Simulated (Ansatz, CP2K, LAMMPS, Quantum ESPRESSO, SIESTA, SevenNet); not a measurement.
# Amorphous 25HfO2-75SiO2 (mol %) (84 atoms): relaxed, then solved by several programs

What does relaxation change in amorphous 25HfO2-75SiO2 (mol %) (84 atoms), and how far do other programs agree with plane waves on the relaxed cell?

All numbers are calculated, not measured.

## 1. The cell

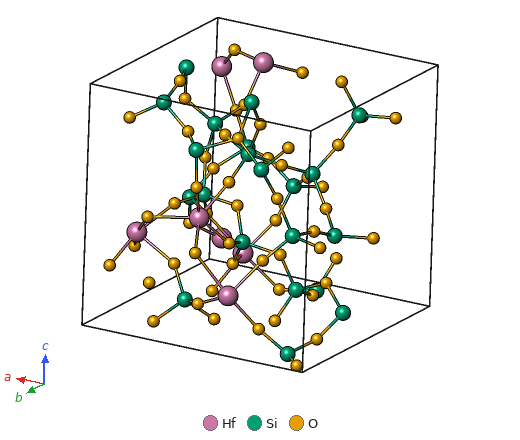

The cell (hafnium pink, silicon teal, oxygen orange). Bonds to atoms that aren't drawn are left out. Some periodic images of atoms are drawn too.

The cell holds 84 atoms (7 Hf, 21 Si and 56 O), with edges of 10.74, 10.74 and 10.74 Å. Recipe: 84 atoms (7 Zr, 21 Si, 56 O) placed at random at 2.84 g/cm³, melted at 5000 K for 10 ps at fixed volume with the Morse and Coulomb pair potential with partial charges (Pedone, Malavasi, Menziani, Cormack and Segre, J. Phys. Chem. B 110, 11780 (2006)). Quenched from 5000 K to 300 K at 50 K/ps and fixed volume, held 5 ps, then minimised at fixed cell. Then Zr was replaced by Hf (the potential has no terms for the new elements, so the cell is a start for a DFT relaxation). Then the atoms were relaxed with SevenNet 0 in the fixed cell. Then the atoms were relaxed with CP2K double zeta, PBE.

## 2. The relaxation

CP2K double zeta (DZVP-MOLOPT-SR, GTH-PBE potentials, 480 Ry; k-points Γ) took 24 geometry steps and reached its thresholds. It started from the geometry that SevenNet 0 had relaxed.

Elapsed: 12 min, on 4 MPI ranks of Intel Xeon Platinum 8488C (Sapphire Rapids), shared host; peak memory 2.7 GiB; 47 min of CPU time.

```
                                before          after
      energy (meV/atom)              0           -3.4
Si-O bonds under 2.16 Å  84 at 1.661 Å  84 at 1.666 Å
Hf-O bonds under 2.82 Å  38 at 2.103 Å  38 at 2.094 Å
```

Atoms moved by 0.03 Å r.m.s. and 0.06 Å at most, with the common shift taken off.

## 3. Local order after relaxation

Density 3.66 g/cm³, 14.76 Å³ an atom.

Pair distribution functions g(r), in bins of 0.2 Å:

```
r (Å)  total   O-O   O-Si  O-Hf  Si-Si  Si-Hf  Hf-Hf
 1.50   0.06  0.00   0.17  0.00   0.00   0.00   0.00
 1.70   4.01  0.00  12.02  0.00   0.00   0.00   0.00
 1.90   0.60  0.00   0.49  3.94   0.00   0.00   0.00
 2.10   0.62  0.00   0.10  5.23   0.00   0.00   0.00
 2.30   0.19  0.00   0.00  1.70   0.00   0.00   0.00
 2.50   0.47  1.06   0.00  0.00   0.00   0.00   0.00
 2.70   1.98  4.36   0.06  0.18   0.00   0.00   0.00
 2.90   0.95  1.75   0.19  0.45   0.80   0.00   0.00
 3.10   0.84  1.08   0.39  0.00   3.52   0.00   2.00
 3.30   0.78  0.67   0.58  0.34   2.94   1.53   0.00
 3.50   0.83  0.46   0.86  0.50   0.19   5.70   4.96
 3.70   0.92  0.55   1.53  0.73   0.33   1.00   2.87
 3.90   1.01  0.74   1.39  1.07   0.75   0.90   2.69
 4.10   1.16  0.73   2.06  0.88   0.66   0.20   0.00
 4.30   1.26  0.82   1.73  1.77   1.21   1.09   0.00
 4.50   0.93  0.82   0.87  1.75   0.65   0.84   0.00
 4.70   1.09  1.22   0.69  2.10   1.11   0.46   0.00
 4.90   1.05  1.28   0.67  1.42   1.04   0.84   0.00
 5.10   1.06  1.35   0.71  1.01   1.11   0.90   0.77
 5.30   1.08  1.28   0.85  0.76   1.11   1.43   1.45
```

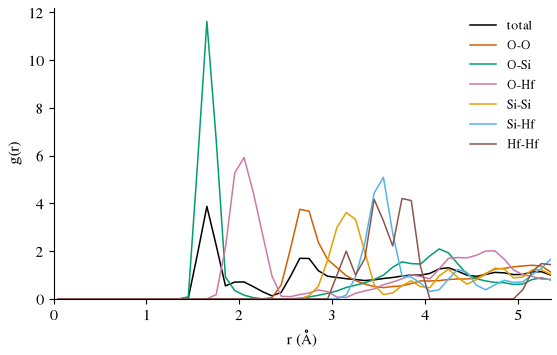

Pair distribution functions, lightly smoothed.

Bonds by pair of elements; cutoffs follow the first minimum of g(r), held within bounds set by covalent radii, and pairs that aren't listed don't count as bonded:

```
pair A-B  cutoff (Å)  bonds  mean length (Å)  spread (Å)  shortest (Å)  B about A  A about B
    O-Si        2.16     84             1.67       0.071          1.58        1.5          4
    O-Hf        2.82     38             2.09       0.144          1.90      0.679       5.43
```

How many atoms have how many bonded neighbours:

```
element  mean   2   3   4  5  6
     Hf  5.43   0   0   0  4  3
      O  2.18  46  10   0  0  0
     Si     4   0   0  21  0  0
```

Bond angles, per cent of each kind in bins of 5°:

```
angle (°)  O-Si-O  O-Hf-O  Si-O-Si  Hf-O-Si  Hf-O-Hf
    65–70     0.0     1.2      0.0      0.0      0.0
    70–75     0.0     8.2      0.0      0.0      0.0
    75–80     0.0     8.2      0.0      0.0      0.0
    80–85     0.0     9.4      0.0      0.0      8.3
    85–90     0.0     5.9      0.0      0.0      0.0
    90–95     1.6    14.1      0.0      0.0      8.3
   95–100     7.9    11.8      0.0      0.0      8.3
  100–105    16.7    10.6      0.0      0.0      8.3
  105–110    27.8     2.4      0.0      0.0     16.7
  110–115    29.4     3.5      6.1      3.2     25.0
  115–120     9.5     1.2      6.1      6.5      0.0
  120–125     2.4     2.4     15.2      6.5      0.0
  125–130     4.8     1.2      0.0     16.1      0.0
  130–135     0.0     0.0     15.2      6.5      0.0
  135–140     0.0     2.4      6.1      9.7     16.7
  140–145     0.0     3.5      0.0      6.5      0.0
  145–150     0.0     3.5      9.1     12.9      0.0
  150–155     0.0     0.0     12.1      6.5      0.0
  155–160     0.0     0.0     12.1      9.7      0.0
  160–165     0.0     1.2      9.1      6.5      8.3
  165–170     0.0     5.9      3.0      0.0      0.0
  170–175     0.0     3.5      6.1      9.7      0.0
```

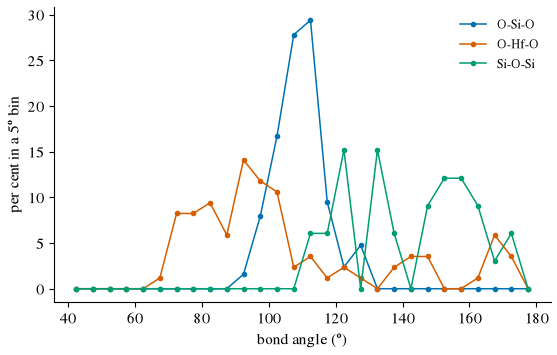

Distributions of the most common bond angles.

Bond angles (no mean is given where the spread exceeds 20°):

```
  angle  count  mean (°)  spread (°)
 O-Si-O    126       109         7.2
 O-Hf-O     85         -           -
Si-O-Si     33       142          18
Hf-O-Si     31       142        16.8
Hf-O-Hf     12         -           -
```

Oxygen atoms by the number of network formers (Si, P, Ge, B, Al, As, Ga) bound to them:

```
network formers bound to O  O atoms  per cent
                         0        3       5.4
                         1       24      42.9
                         2       27      48.2
                         3        2       3.6
```

Network units: each former by its oxygen neighbours and how many of them bridge to another former:

```
former  O neighbours  bridging O  atoms
    Si             4           2      8
    Si             4           3      8
    Si             4           4      5
```

Bond length by coordination (bonds to H left out):

```
element  coordination  atoms  mean bond length (Å)
     Hf             5      4                  2.07
     Hf             6      3                  2.12
      O             2     46                  1.73
      O             3     10                  2.02
```

Rings of the network by King's shortest-path rule, up to 12 atoms, one path for each pair of neighbours; H, halogens, alkali and alkaline-earth atoms are left out, and the last column divides by all other atoms, bonded or not:

```
ring size (atoms)  rings  per network atom
                4      5              0.06
                6      7             0.083
                8     17             0.202
               10     33             0.393
               12     30             0.357
```

For some of the pairs, g(r) has its first main peak near 2.7 Å (O-O), 1.6 Å (O-Si), 2.0 Å (O-Hf), 3.2 Å (Si-Si) and 3.5 Å (Si-Hf). Counting bonds as in the table, 57 % of Hf atoms have 5, 82 % of O atoms have 2 and all Si atoms have 4 bonded neighbours. The O-Si-O angle averages 109° with a spread of 7°. Counting bonds to Si alone, not to Hf, 48 % of the oxygens join two of these atoms and 43 % one; 4 % join three; 5 % join none. Rings of 10 atoms are the most common (36 % of those counted); sizes run from 4 to 12, where the search stops.

## 4. The plane-wave reference

Quantum ESPRESSO 7.5: Kohn-Sham DFT, PBE, SSSP efficiency 1.3.0 pseudopotentials, plane waves. Its input for the relaxed cell:

```
&control
  calculation = 'scf'
  pseudo_dir = './pseudo'
  outdir = './tmp'
  disk_io = 'none'
  tprnfor = .true.
  tstress = .true.
/
&system
  ibrav = 0
  nat = 84
  ntyp = 3
  ecutwfc = 60
  ecutrho = 480
  nosym = .true.
  occupations = 'smearing'
  smearing = 'fd'
  degauss = 0.003675
/
&electrons
  conv_thr = 4.2e-07
  electron_maxstep = 100
  mixing_beta = 0.4
  mixing_mode = 'plain'
  diagonalization = 'david'
/
ATOMIC_SPECIES
Hf 178.490 Hf.upf
Si 28.085 Si.upf
O 15.999 O.upf
CELL_PARAMETERS angstrom
10.74390 0.00000 0.00000
0.00000 10.74390 0.00000
0.00000 0.00000 10.74390
ATOMIC_POSITIONS crystal
Hf 0.66519 0.32606 0.17841
Hf 0.58312 0.83193 0.48072
Hf 0.90894 0.06724 0.12265
[... 79 atom lines left out ...]
O 0.57711 0.22883 0.30575
O 0.04130 0.81949 0.45835
K_POINTS gamma
```

It took 2.6 min on 4 MPI ranks of Intel Xeon Platinum 8488C (Sapphire Rapids), shared host; peak memory 4.3 GiB.

## 5. All levels at this geometry

CPU times are from a shared host and are rough.

```
                level                    basis or training data  k-points  own r.m.s. force (meV/Å)  difference from the reference (meV/Å)  pressure (GPa)  Kohn-Sham gap (eV)  CPU time  memory (GiB)
              QE, PBE   plane waves, SSSP efficiency, 60/480 Ry         Γ                       141                                      -           -4.61                3.64    10 min           4.3
CP2K triple zeta, PBE     TZV2P-UZH, GTH-PBE potentials, 600 Ry         Γ                       142                                     89           -6.33                3.64    13 min           5.8
      SIESTA DZP, PBE  DZP orbitals, shift 0.01 Ry, mesh 400 Ry         Γ                       170                                    181           -2.49                3.61   6.5 min           2.3
           SevenNet 0        trained on PBE(+U) plane-wave data         -                       164                                     71           -4.77                   -     8.1 s           0.9
```

The gap is the spacing of the highest filled and lowest empty Kohn-Sham level on the mesh; a dash marks partly filled levels, a spacing under 0.15 eV or a method without such levels.

## 6. Outcome

Relaxation in the fixed cell lowers the energy by 3 meV/atom at its own level and moves atoms by up to 0.06 Å. The reference finds an r.m.s. force of 141 meV/Å there and a pressure of -4.61 GPa, at a geometry that CP2K double zeta made. Forces differ from the reference's by 71 meV/Å (SevenNet 0), 89 meV/Å (CP2K triple zeta, PBE) and 181 meV/Å (SIESTA DZP, PBE).

CP2K double zeta is at its own minimum here, so the reference's force is itself a measure of how the two differ. Pressures lie -0.2 GPa (SevenNet 0), -1.7 GPa (CP2K triple zeta, PBE) and +2.1 GPa (SIESTA DZP, PBE) from the reference's. The highest filled and lowest empty levels lie 3.64 eV apart in the reference, against 3.64 eV in CP2K triple zeta, PBE and 3.61 eV in SIESTA DZP, PBE. Counting bonds as in the table, 57 % of Hf atoms have 5, 82 % of O atoms have 2 and all Si atoms have 4 bonded neighbours. Rings of 10 atoms are the most common (36 % of those counted); sizes run from 4 to 12, where the search stops.

Caveats: The density was set by the recipe and held. One sample of a disordered cell; defect or tail levels can set the gap. Gaps are read on the mesh, which holds the band edges only if they fold onto it, and semilocal functionals tend to put them under measured ones. The quench rate of 50 K/ps is many orders above laboratory rates, so the cell is likely richer in defects and strain than a real sample. The reference samples only Γ, in a cell whose shortest periodic width is 11 Å. Spin–orbit coupling is left out, which matters for the levels of the heavy elements. The plane-wave runs aren't exact: their cutoffs and mesh weren't converged further here. SIESTA's automatically made basis is far from complete, and its potentials were converted by us (checked for H, C, O, Si, Ge and Ca alone). Where levels are smeared, the DFT runs use Fermi–Dirac occupations at 580 K (0.05 eV), and energies are free energies.

[Logs are printed without paths, hosts, clocks, repeated set-up lines and the standing remarks that a program may print on its own settings, such as how far it seeks lower states.]

[Hosts, paths, dates, database ids (printed as entryN), source tags and the programs' standing remarks are cut or masked in the printed files.]
